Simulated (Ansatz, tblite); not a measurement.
# Si17H24 off sphere (Si17H25): a ladder of methods and basis sets

How do method and basis change the picture of Si17H24 off sphere (Si17H25) (doublet)?

Program: Ansatz 0.2.0, Gaussian basis. Level of theory: as each input shows. These are calculated values, not measurements.

Plan: GFN1-xTB, GFN2-xTB, PBE-D4/def2-TZVP, r2SCAN-D4/def2-TZVP, revPBE-D4/def2-TZVP, HF/def2-TZVP, r2SCANh-D4/def2-TZVP, LC-ωPBE(0.10)/def2-SVP, LC-ωPBE(0.15)/def2-SVP, LC-ωPBE(0.20)/def2-SVP, LC-ωPBE(0.30)/def2-SVP, PBE-D4/def2-SVP, PBE0-D4/def2-SVP, HF/STO-3G, MP2/def2-SVP, RPA/def2-SVP.

### 1 The geometry

The geometry is that of the doublet, from an earlier relaxation (PBE-D4/def2-SVP).

42 atoms, charge 0, spin multiplicity 2.

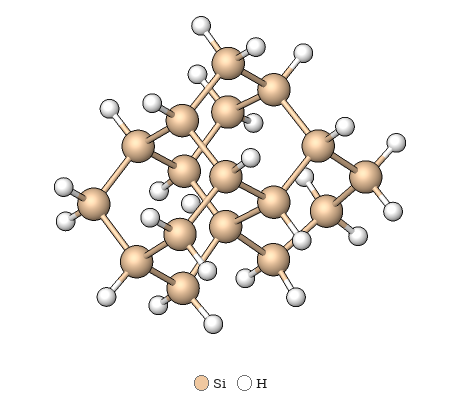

The geometry (silicon light orange, hydrogen white).

PBE0-D4/def2-TZVP was run before; its log isn't repeated, and its numbers join the tables.

### 2 GFN1-xTB

Tight binding, by tblite at 300 K electronic temperature and without a spin-polarisation term:

```python
tblite.interface.Calculator('GFN1-xTB', numbers, positions, charge=0, uhf=1).singlepoint()
```

Energy -1216.4232 eV; 0.24 s.

### 3 GFN2-xTB

Tight binding, by tblite at 300 K electronic temperature and without a spin-polarisation term:

```python
tblite.interface.Calculator('GFN2-xTB', numbers, positions, charge=0, uhf=1).singlepoint()
```

Energy -1137.9375 eV; 1.6 s.

### 4 PBE-D4/def2-TZVP

start.molden holds the orbitals of an earlier run on this state, given as this run's starting guess.

Contents of in.yaml:

```yaml
crystal:
  periodic: [false, false, false]
  atoms:
    - {symbol: Si, position_ang: [-1.822574, -2.792314, 2.915067]}
    - {symbol: Si, position_ang: [1.287573, -2.980741, -0.086811]}
    - {symbol: Si, position_ang: [-1.673828, 2.515337, -2.652011]}
    - {symbol: Si, position_ang: [1.111491, -0.211703, -2.704321]}
    - {symbol: Si, position_ang: [-1.435879, -0.149659, -0.046549]}
    - {symbol: Si, position_ang: [1.143828, -0.277751, 2.791844]}
    - {symbol: Si, position_ang: [1.103975, 2.550038, 0.094525]}
    - {symbol: Si, position_ang: [3.820806, -0.171176, 0.066327]}
    - {symbol: Si, position_ang: [-2.930657, -1.428203, 1.345799]}
    - {symbol: Si, position_ang: [-3.001972, 1.116960, -1.303206]}
    - {symbol: Si, position_ang: [-0.178470, -1.659546, -1.367411]}
    - {symbol: Si, position_ang: [-0.278527, -1.538907, 4.177772]}
    - {symbol: Si, position_ang: [2.494188, -1.599990, 1.389070]}
    - {symbol: Si, position_ang: [-0.294751, 1.161381, -4.010094]}
    - {symbol: Si, position_ang: [-0.319134, 3.859858, -1.258451]}
    - {symbol: Si, position_ang: [2.423537, 1.157097, -1.288418]}
    - {symbol: Si, position_ang: [-0.185121, 1.159962, 1.489341]}
    - {symbol: H, position_ang: [-2.835742, -3.417132, 3.844537]}
    - {symbol: H, position_ang: [-1.108741, -3.903390, 2.192453]}
    - {symbol: H, position_ang: [2.277507, -3.615387, -1.034985]}
    - {symbol: H, position_ang: [0.563406, -4.081765, 0.643504]}
    - {symbol: H, position_ang: [-2.508053, 3.416733, -3.538307]}
    - {symbol: H, position_ang: [2.046765, -0.990220, -3.607842]}
    - {symbol: H, position_ang: [2.063005, 0.560793, 3.651681]}
    - {symbol: H, position_ang: [2.024766, 3.445444, 0.898308]}
    - {symbol: H, position_ang: [4.743951, -1.000184, -0.793426]}
    - {symbol: H, position_ang: [4.661709, 0.711893, 0.955649]}
    - {symbol: H, position_ang: [-3.820564, -2.249940, 0.444538]}
    - {symbol: H, position_ang: [-3.793353, -0.425007, 2.072195]}
    - {symbol: H, position_ang: [-3.877231, 0.187234, -2.107283]}
    - {symbol: H, position_ang: [-3.884211, 1.889644, -0.352882]}
    - {symbol: H, position_ang: [-1.121024, -2.512642, -2.184938]}
    - {symbol: H, position_ang: [0.517254, -2.451364, 5.078062]}
    - {symbol: H, position_ang: [-1.057427, -0.583240, 5.048494]}
    - {symbol: H, position_ang: [3.383519, -2.462545, 2.255383]}
    - {symbol: H, position_ang: [-1.150632, 0.306890, -4.913841]}
    - {symbol: H, position_ang: [0.555635, 2.049915, -4.886276]}
    - {symbol: H, position_ang: [0.523404, 4.764700, -2.126034]}
    - {symbol: H, position_ang: [-1.190669, 4.736112, -0.391238]}
    - {symbol: H, position_ang: [3.282552, 2.042748, -2.164243]}
    - {symbol: H, position_ang: [-1.150017, 1.925586, 2.366874]}
    - {symbol: H, position_ang: [-0.335695, 0.925779, -1.056055]}
basis:
  gaussian: {orbitals: def2-TZVP, fitting: {mean_field: def2-universal-jkfit}, initial_orbitals: start.molden}
magnetization: {spin_polarized: true, initial_magnetization: 1}
hamiltonian: {xc: pbe, dispersion: d4}
scf: {omitted_lower_state_checks: [starts]}
output: {orbitals: {seedname: orbitals}}
```

Launch:

```bash
$ ansatz run in.yaml --threads 2 --pin off --events-out ev --progress --plain --max-ram 32768MiB --backend cuda --devices 0, --max-vram 18GiB
```

What it wrote:

```text
Functional definition: PBE
  name "PBE"
  cite "Perdew, Burke & Ernzerhof, Phys. Rev. Lett. 77, 3865 (1996) doi:10.1103/PhysRevLett.77.3865"
  parent pbe
  parameter kappa = 0.804
  parameter beta = 0.06672455060314922
  exchange = pbe_x(kappa = kappa, mu = beta*pi^2/3)
  correlation = pbe_c(beta = beta)
these checks for a lower state are left out or cut short: starts
2626 factors; integrals over basis functions are off by at most 6.0e-1 eV
mean field evaluation 1: about -134262.9846 eV, gradient 1.8e1 eV
mean field evaluation 2: about -134263.5029 eV, gradient 6.9e-1 eV
mean field evaluation 4: about -134263.4988 eV, gradient 6.9e-2 eV
mean field evaluation 8: about -134263.4988 eV, gradient 1.9e-5 eV
mean field -134263.49879320 eV, -4934.0925735821 hartree, gradient 1.9e-5 eV, S^2 0.754172; 0 other end points of the search recorded, 0 dependent functions left out
reference -134263.49889490 eV, -4934.0925773192 hartree; 132, 131 occupied and 647, 648 virtual orbitals, 2626 factors
Total energy: -134266.35720389 eV, -4934.1976182374 hartree
Checks for a lower state left out: starts
```

Wall time 9.5 s (1 × H100 (card shared with other runs) with 2 threads of AMD EPYC 7R13, shared host); peak host memory 1.3 GiB.

Report: HOMO -5.15 eV, LUMO -4.39 eV (over both spins); ⟨S²⟩ 0.754 (pure: 0.75).

### 5 r2SCAN-D4/def2-TZVP

Changes to in.yaml since step 4:

```diff
@@ -48,4 +48,4 @@
 magnetization: {spin_polarized: true, initial_magnetization: 1}
-hamiltonian: {xc: pbe, dispersion: d4}
+hamiltonian: {xc: r2scan, dispersion: d4}
 scf: {omitted_lower_state_checks: [starts]}
-output: {orbitals: {seedname: orbitals}}
+output: {forces: true, orbitals: {seedname: orbitals}}
```

The command is unchanged.

What it wrote (excerpt; [...] marks lines left out):

```text
Functional definition: r2SCAN
  name "r2SCAN"
  cite "Furness, Kaplan, Ning, Perdew & Sun, J. Phys. Chem. Lett. 11, 8208 (2020) doi:10.1021/acs.jpclett.0c02405"
  cite "Furness, Kaplan, Ning, Perdew & Sun, J. Phys. Chem. Lett. 11, 9248 (2020) doi:10.1021/acs.jpclett.0c03077"
  parent r2scan
[...]
2626 factors; integrals over basis functions are off by at most 6.0e-1 eV
[...]
mean field -134321.11318779 eV, -4936.2098635309 hartree, gradient 2.5e-5 eV, S^2 0.761406; 0 other end points of the search recorded, 0 dependent functions left out
[...]
reference -134321.11322619 eV, -4936.2098649421 hartree; 132, 131 occupied and 647, 648 virtual orbitals, 2626 factors
Total energy: -134321.92720886 eV, -4936.2397782534 hartree
Atom 0 at    -1.822574    -2.792314     2.915067 Å, force    -0.071230    -0.190323     0.055359 eV/Å
[...]
Atom 33 at    -1.057427    -0.583240     5.048494 Å, force     0.165046    -0.196173    -0.166208 eV/Å
Atom 34 at     3.383519    -2.462545     2.255383 Å, force    -0.165772     0.158279    -0.161551 eV/Å
Atom 35 at    -1.150632     0.306890    -4.913841 Å, force     0.174844     0.174826     0.169534 eV/Å
Atom 36 at     0.555635     2.049915    -4.886276 Å, force    -0.173321    -0.184003     0.168143 eV/Å
Atom 37 at     0.523404     4.764700    -2.126034 Å, force    -0.174891    -0.173315     0.180711 eV/Å
Atom 38 at    -1.190669     4.736112    -0.391238 Å, force     0.176343    -0.163855    -0.177286 eV/Å
Atom 39 at     3.282552     2.042748    -2.164243 Å, force    -0.157323    -0.160513     0.160960 eV/Å
Atom 40 at    -1.150017     1.925586     2.366874 Å, force     0.189038    -0.133777    -0.154946 eV/Å
Atom 41 at    -0.335695     0.925779    -1.056055 Å, force    -0.237118    -0.206151     0.192901 eV/Å
Dipole moment:    -0.033204    -0.099009     0.101474 e Å
Checks for a lower state left out: starts
```

It took 14 s on 1 × H100 (card shared with other runs) with 2 threads of AMD EPYC 7R13, shared host; peak host memory 1.5 GiB.

Report: HOMO -5.46 eV, LUMO -4.19 eV (over both spins); ⟨S²⟩ 0.761 (pure: 0.75).

### 6 revPBE-D4/def2-TZVP

Changes to in.yaml since step 5:

```diff
@@ -48,3 +48,3 @@
 magnetization: {spin_polarized: true, initial_magnetization: 1}
-hamiltonian: {xc: r2scan, dispersion: d4}
+hamiltonian: {xc: {name: revPBE}, dispersion: d4}
 scf: {omitted_lower_state_checks: [starts]}
```

Launched as before.

What it wrote (excerpt; [...] marks lines left out):

```text
Functional definition: revPBE
  name "revPBE"
  cite "Zhang & Yang, Phys. Rev. Lett. 80, 890 (1998) doi:10.1103/PhysRevLett.80.890"
  cite "Perdew, Burke & Ernzerhof, Phys. Rev. Lett. 77, 3865 (1996) doi:10.1103/PhysRevLett.77.3865"
[...]
2626 factors; integrals over basis functions are off by at most 6.0e-1 eV
[...]
mean field -134304.78587334 eV, -4935.6098457916 hartree, gradient 2.2e-5 eV, S^2 0.754422; 0 other end points of the search recorded, 0 dependent functions left out
[...]
reference -134304.78600055 eV, -4935.6098504665 hartree; 132, 131 occupied and 647, 648 virtual orbitals, 2626 factors
Total energy: -134310.78245609 eV, -4935.8302161431 hartree
Atom 0 at    -1.822574    -2.792314     2.915067 Å, force    -0.003558    -0.084751     0.008928 eV/Å
Atom 1 at     1.287573    -2.980741    -0.086811 Å, force    -0.001870    -0.076642    -0.013234 eV/Å
[...]
Atom 33 at    -1.057427    -0.583240     5.048494 Å, force     0.072703    -0.085059    -0.068791 eV/Å
Atom 34 at     3.383519    -2.462545     2.255383 Å, force    -0.069987     0.063534    -0.064951 eV/Å
Atom 35 at    -1.150632     0.306890    -4.913841 Å, force     0.072114     0.072231     0.068455 eV/Å
Atom 36 at     0.555635     2.049915    -4.886276 Å, force    -0.071831    -0.076615     0.070836 eV/Å
Atom 37 at     0.523404     4.764700    -2.126034 Å, force    -0.073560    -0.072830     0.075931 eV/Å
Atom 38 at    -1.190669     4.736112    -0.391238 Å, force     0.071988    -0.066016    -0.073023 eV/Å
Atom 39 at     3.282552     2.042748    -2.164243 Å, force    -0.068905    -0.062712     0.065011 eV/Å
Atom 40 at    -1.150017     1.925586     2.366874 Å, force     0.086930    -0.057515    -0.063360 eV/Å
Atom 41 at    -0.335695     0.925779    -1.056055 Å, force     0.351071     0.362161    -0.345549 eV/Å
Dipole moment:    -0.038737    -0.109288     0.113738 e Å
Checks for a lower state left out: starts
```

Run time: 8.5 s. Hardware: 1 × H100 (card shared with other runs) with 2 threads of AMD EPYC 7R13, shared host; peak host memory 1.3 GiB.

HOMO -5.12 eV, LUMO -4.35 eV (over both spins); ⟨S²⟩ 0.754 (pure: 0.75).

### 7 HF/def2-TZVP

Changes to in.yaml since step 6:

```diff
@@ -48,4 +48,4 @@
 magnetization: {spin_polarized: true, initial_magnetization: 1}
-hamiltonian: {xc: {name: revPBE}, dispersion: d4}
+hamiltonian: {xc: hf}
 scf: {omitted_lower_state_checks: [starts]}
-output: {forces: true, orbitals: {seedname: orbitals}}
+output: {orbitals: {seedname: orbitals}}
```

The command is unchanged.

What it wrote:

```text
Functional definition: HF
  name "HF"
  cite "Fock, Z. Phys. 61, 126 (1930) doi:10.1007/BF01340294"
  parent pbe
  exchange = exact_x
  correlation = 0
these checks for a lower state are left out or cut short: starts
2626 factors; integrals over basis functions are off by at most 6.0e-1 eV
mean field evaluation 1: about -134053.9378 eV, gradient 5.0e1 eV
mean field evaluation 2: about -134057.9315 eV, gradient 4.5e0 eV
mean field evaluation 4: about -134058.2861 eV, gradient 5.8e-3 eV
mean field -134058.28612756 eV, -4926.5511472177 hartree, gradient 1.7e-5 eV, S^2 0.784573; 0 other end points of the search recorded, 0 dependent functions left out
reference -134058.28612756 eV, -4926.5511472177 hartree; 132, 131 occupied and 647, 648 virtual orbitals, 2626 factors
Total energy: -134058.28612756 eV, -4926.5511472177 hartree
Checks for a lower state left out: starts
```

Wall time 7.5 s (1 × H100 (card shared with other runs) with 2 threads of AMD EPYC 7R13, shared host); peak host memory 1.1 GiB.

Report: HOMO -8.61 eV, LUMO -0.49 eV (over both spins); ⟨S²⟩ 0.785 (pure: 0.75).

### 8 r2SCANh-D4/def2-TZVP

Changes to in.yaml since step 7:

```diff
@@ -48,3 +48,3 @@
 magnetization: {spin_polarized: true, initial_magnetization: 1}
-hamiltonian: {xc: hf}
+hamiltonian: {xc: {name: r2SCANh}, dispersion: d4}
 scf: {omitted_lower_state_checks: [starts]}
```

The command is unchanged.

What it wrote (excerpt; [...] marks lines left out):

```text
Functional definition: r2SCANh
  name "r2SCANh"
  cite "Bursch, Neugebauer, Ehlert & Grimme, J. Chem. Phys. 156, 134105 (2022) doi:10.1063/5.0086040"
  cite "Furness, Kaplan, Ning, Perdew & Sun, J. Phys. Chem. Lett. 11, 8208 (2020) doi:10.1021/acs.jpclett.0c02405"
  cite "Furness, Kaplan, Ning, Perdew & Sun, J. Phys. Chem. Lett. 11, 9248 (2020) doi:10.1021/acs.jpclett.0c03077"
  parent r2scan
[...]
2626 factors; integrals over basis functions are off by at most 6.0e-1 eV
[...]
mean field -134320.35044041 eV, -4936.1818330814 hartree, gradient 3.0e-5 eV, S^2 0.763441; 0 other end points of the search recorded, 0 dependent functions left out
reference -134320.35047563 eV, -4936.1818343759 hartree; 132, 131 occupied and 647, 648 virtual orbitals, 2626 factors
Total energy: -134321.25675162 eV, -4936.2151394042 hartree
Checks for a lower state left out: starts
```

Wall time 14 s (1 × H100 (card shared with other runs) with 2 threads of AMD EPYC 7R13, shared host); peak host memory 1.6 GiB.

From the report: HOMO -5.82 eV, LUMO -3.94 eV (over both spins); ⟨S²⟩ 0.763 (pure: 0.75).

### 9 LC-ωPBE(0.10)/def2-SVP

Changes to in.yaml since step 8:

```diff
@@ -46,5 +46,5 @@
 basis:
-  gaussian: {orbitals: def2-TZVP, fitting: {mean_field: def2-universal-jkfit}, initial_orbitals: start.molden}
+  gaussian: {orbitals: def2-SVP, fitting: {mean_field: def2-universal-jkfit}, initial_orbitals: start.molden}
 magnetization: {spin_polarized: true, initial_magnetization: 1}
-hamiltonian: {xc: {name: r2SCANh}, dispersion: d4}
+hamiltonian: {xc: {name: LC-wPBE, parameters: {omega: 0.1/bohr}}}
 scf: {omitted_lower_state_checks: [starts]}
```

The command is unchanged.

What it wrote (excerpt; [...] marks lines left out):

```text
Functional definition: LC-wPBE
  name "LC-wPBE"
  cite "Vydrov & Scuseria, J. Chem. Phys. 125, 234109 (2006) doi:10.1063/1.2409292"
  cite "Heyd & Scuseria, J. Chem. Phys. 120, 7274 (2004) doi:10.1063/1.1668634"
  cite "Ernzerhof & Perdew, J. Chem. Phys. 109, 3313 (1998) doi:10.1063/1.476928"
  cite "Perdew, Burke & Ernzerhof, Phys. Rev. Lett. 77, 3865 (1996) doi:10.1103/PhysRevLett.77.3865"
  parent pbe
[...]
  with omega = 0.1/bohr from the input
[...]
2626 factors; integrals over basis functions are off by at most 3.3e-1 eV
2626 factors; integrals over basis functions are off by at most 1.8e-7 eV
[...]
mean field -134229.05151585 eV, -4932.8266594885 hartree, gradient 2.6e-5 eV, S^2 0.754723; 0 other end points of the search recorded, 0 dependent functions left out
reference -134229.05151613 eV, -4932.8266594989 hartree; 132, 131 occupied and 299, 300 virtual orbitals, 2626 factors
Total energy: -134229.05151613 eV, -4932.8266594989 hartree
Checks for a lower state left out: starts
```

It took 8 s on 1 × H100 (card shared with other runs) with 2 threads of AMD EPYC 7R13, shared host; peak host memory 1.1 GiB.

Report: HOMO -6.52 eV, LUMO -3.07 eV (over both spins); ⟨S²⟩ 0.755 (pure: 0.75).

### 10 LC-ωPBE(0.15)/def2-SVP

Changes to in.yaml since step 9:

```diff
@@ -48,3 +48,3 @@
 magnetization: {spin_polarized: true, initial_magnetization: 1}
-hamiltonian: {xc: {name: LC-wPBE, parameters: {omega: 0.1/bohr}}}
+hamiltonian: {xc: {name: LC-wPBE, parameters: {omega: 0.15/bohr}}}
 scf: {omitted_lower_state_checks: [starts]}
```

Same command.

What it wrote (excerpt; [...] marks lines left out):

```text
Functional definition: LC-wPBE
  name "LC-wPBE"
  cite "Vydrov & Scuseria, J. Chem. Phys. 125, 234109 (2006) doi:10.1063/1.2409292"
  cite "Heyd & Scuseria, J. Chem. Phys. 120, 7274 (2004) doi:10.1063/1.1668634"
  cite "Ernzerhof & Perdew, J. Chem. Phys. 109, 3313 (1998) doi:10.1063/1.476928"
  cite "Perdew, Burke & Ernzerhof, Phys. Rev. Lett. 77, 3865 (1996) doi:10.1103/PhysRevLett.77.3865"
  parent pbe
[...]
  with omega = 0.15/bohr from the input
[...]
2626 factors; integrals over basis functions are off by at most 3.3e-1 eV
2626 factors; integrals over basis functions are off by at most 2.2e-7 eV
[...]
mean field -134230.83278091 eV, -4932.8921197722 hartree, gradient 1.3e-5 eV, S^2 0.756404; 0 other end points of the search recorded, 0 dependent functions left out
reference -134230.83278101 eV, -4932.8921197759 hartree; 132, 131 occupied and 299, 300 virtual orbitals, 2626 factors
Total energy: -134230.83278101 eV, -4932.8921197759 hartree
Checks for a lower state left out: starts
```

Wall time 6.5 s (1 × H100 (card shared with other runs) with 2 threads of AMD EPYC 7R13, shared host); peak host memory 1 GiB.

HOMO -7.03 eV, LUMO -2.69 eV (over both spins); ⟨S²⟩ 0.756 (pure: 0.75).

### 11 LC-ωPBE(0.20)/def2-SVP

Changes to in.yaml since step 10:

```diff
@@ -48,3 +48,3 @@
 magnetization: {spin_polarized: true, initial_magnetization: 1}
-hamiltonian: {xc: {name: LC-wPBE, parameters: {omega: 0.15/bohr}}}
+hamiltonian: {xc: {name: LC-wPBE, parameters: {omega: 0.2/bohr}}}
 scf: {omitted_lower_state_checks: [starts]}
```

Same command.

What it wrote (excerpt; [...] marks lines left out):

```text
Functional definition: LC-wPBE
  name "LC-wPBE"
  cite "Vydrov & Scuseria, J. Chem. Phys. 125, 234109 (2006) doi:10.1063/1.2409292"
  cite "Heyd & Scuseria, J. Chem. Phys. 120, 7274 (2004) doi:10.1063/1.1668634"
  cite "Ernzerhof & Perdew, J. Chem. Phys. 109, 3313 (1998) doi:10.1063/1.476928"
  cite "Perdew, Burke & Ernzerhof, Phys. Rev. Lett. 77, 3865 (1996) doi:10.1103/PhysRevLett.77.3865"
  parent pbe
[...]
  with omega = 0.2/bohr from the input
[...]
2626 factors; integrals over basis functions are off by at most 3.3e-1 eV
2626 factors; integrals over basis functions are off by at most 2.5e-7 eV
[...]
mean field -134232.94084902 eV, -4932.9695898464 hartree, gradient 2.5e-5 eV, S^2 0.758678; 0 other end points of the search recorded, 0 dependent functions left out
reference -134232.94084908 eV, -4932.9695898484 hartree; 132, 131 occupied and 299, 300 virtual orbitals, 2626 factors
Total energy: -134232.94084908 eV, -4932.9695898484 hartree
Checks for a lower state left out: starts
```

Wall time 7 s (1 × H100 (card shared with other runs) with 2 threads of AMD EPYC 7R13, shared host); peak host memory 1 GiB.

HOMO -7.43 eV, LUMO -2.42 eV (over both spins); ⟨S²⟩ 0.759 (pure: 0.75).

### 12 LC-ωPBE(0.30)/def2-SVP

Changes to in.yaml since step 11:

```diff
@@ -48,3 +48,3 @@
 magnetization: {spin_polarized: true, initial_magnetization: 1}
-hamiltonian: {xc: {name: LC-wPBE, parameters: {omega: 0.2/bohr}}}
+hamiltonian: {xc: {name: LC-wPBE, parameters: {omega: 0.3/bohr}}}
 scf: {omitted_lower_state_checks: [starts]}
```

Launched as before.

What it wrote (excerpt; [...] marks lines left out):

```text
Functional definition: LC-wPBE
  name "LC-wPBE"
  cite "Vydrov & Scuseria, J. Chem. Phys. 125, 234109 (2006) doi:10.1063/1.2409292"
  cite "Heyd & Scuseria, J. Chem. Phys. 120, 7274 (2004) doi:10.1063/1.1668634"
  cite "Ernzerhof & Perdew, J. Chem. Phys. 109, 3313 (1998) doi:10.1063/1.476928"
  cite "Perdew, Burke & Ernzerhof, Phys. Rev. Lett. 77, 3865 (1996) doi:10.1103/PhysRevLett.77.3865"
  parent pbe
[...]
  with omega = 0.3/bohr from the input
[...]
2626 factors; integrals over basis functions are off by at most 3.3e-1 eV
2626 factors; integrals over basis functions are off by at most 3.4e-7 eV
[...]
mean field -134237.83548500 eV, -4933.1494644010 hartree, gradient 2.6e-5 eV, S^2 0.763512; 0 other end points of the search recorded, 0 dependent functions left out
reference -134237.83548503 eV, -4933.1494644018 hartree; 132, 131 occupied and 299, 300 virtual orbitals, 2626 factors
Total energy: -134237.83548503 eV, -4933.1494644018 hartree
Checks for a lower state left out: starts
```

Wall time 8 s (1 × H100 (card shared with other runs) with 2 threads of AMD EPYC 7R13, shared host); peak host memory 1 GiB.

From the report: HOMO -8.05 eV, LUMO -2.11 eV (over both spins); ⟨S²⟩ 0.764 (pure: 0.75).

### 13 PBE-D4/def2-SVP

Changes to in.yaml since step 12:

```diff
@@ -48,3 +48,3 @@
 magnetization: {spin_polarized: true, initial_magnetization: 1}
-hamiltonian: {xc: {name: LC-wPBE, parameters: {omega: 0.3/bohr}}}
+hamiltonian: {xc: pbe, dispersion: d4}
 scf: {omitted_lower_state_checks: [starts]}
```

The command is unchanged.

What it wrote:

```text
Functional definition: PBE
  name "PBE"
  cite "Perdew, Burke & Ernzerhof, Phys. Rev. Lett. 77, 3865 (1996) doi:10.1103/PhysRevLett.77.3865"
  parent pbe
  parameter kappa = 0.804
  parameter beta = 0.06672455060314922
  exchange = pbe_x(kappa = kappa, mu = beta*pi^2/3)
  correlation = pbe_c(beta = beta)
these checks for a lower state are left out or cut short: starts
2626 factors; integrals over basis functions are off by at most 3.3e-1 eV
mean field evaluation 1: about -134216.5806 eV, gradient 1.1e1 eV
mean field evaluation 2: about -134217.2430 eV, gradient 5.7e-1 eV
mean field evaluation 4: about -134217.2344 eV, gradient 8.0e-3 eV
mean field -134217.23440768 eV, -4932.3923887732 hartree, gradient 2.0e-5 eV, S^2 0.753795; 0 other end points of the search recorded, 0 dependent functions left out
reference -134217.23448609 eV, -4932.3923916549 hartree; 132, 131 occupied and 299, 300 virtual orbitals, 2626 factors
Total energy: -134220.09279509 eV, -4932.4974325731 hartree
Checks for a lower state left out: starts
```

It took 7 s on 1 × H100 (card shared with other runs) with 2 threads of AMD EPYC 7R13, shared host; peak host memory 0.99 GiB.

HOMO -5.15 eV, LUMO -4.36 eV (over both spins); ⟨S²⟩ 0.754 (pure: 0.75).

[end of part 1 of 2]
